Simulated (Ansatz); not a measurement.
Input file:

```
crystal:
  periodic: [false, false, false]
  atoms:
    - {symbol: Cl, position_ang: [0.311546, -2.762965, -0.962123]}
    - {symbol: F, position_ang: [-0.806874, -0.108390, -0.376463]}
    - {symbol: O, position_ang: [-2.404742, -1.677452, -1.826472]}
    - {symbol: Si, position_ang: [-1.352124, -1.606811, -0.587242]}
    - {symbol: H, position_ang: [-2.115684, -1.557478, -2.734214]}
    - {symbol: H, position_ang: [-2.025843, -2.066773, 0.623322]}
basis:
  gaussian:
    orbitals: def2-TZVPD
hamiltonian:
  xc: pbe0
output: {forces: true, orbitals: {seedname: orbitals}}
```

Launched as:

```sh
ansatz run input.yaml --threads 2 --pin off --max-ram 4350MiB --events-out events.jsonl --progress --plain --runs-dir runs
```

Geometry: B3LYP-D3(BJ)/6-311G**.

Level of theory: isolated molecule in a Gaussian basis; Kohn-Sham density functional theory, functional PBE0 in Ansatz 0.2.0.

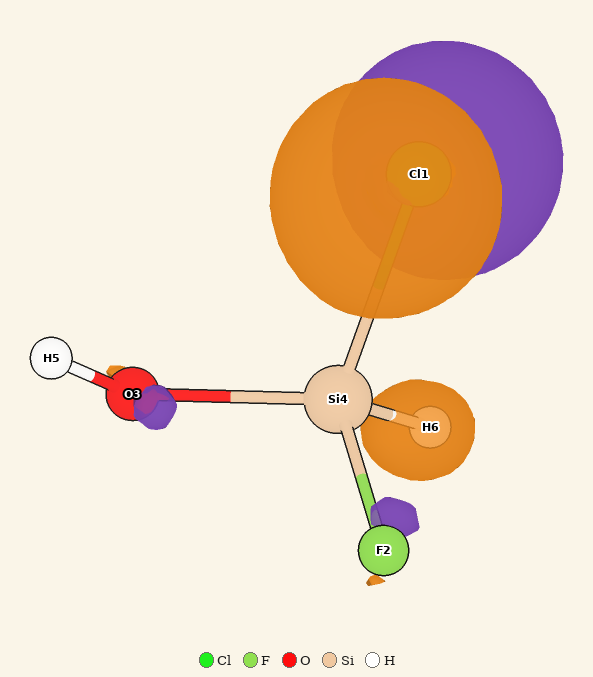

ClFH2OSi. The HOMO−1 at ±0.2 Å⁻³ᐟ² (orange and purple are the two phases), seen at a tilt.

Describe this orbital and give its energy.

Its weight (Hirshfeld) is mainly on Cl1 (about 80 %); largely a lone pair of Cl1. Its energy is −9.66 eV.
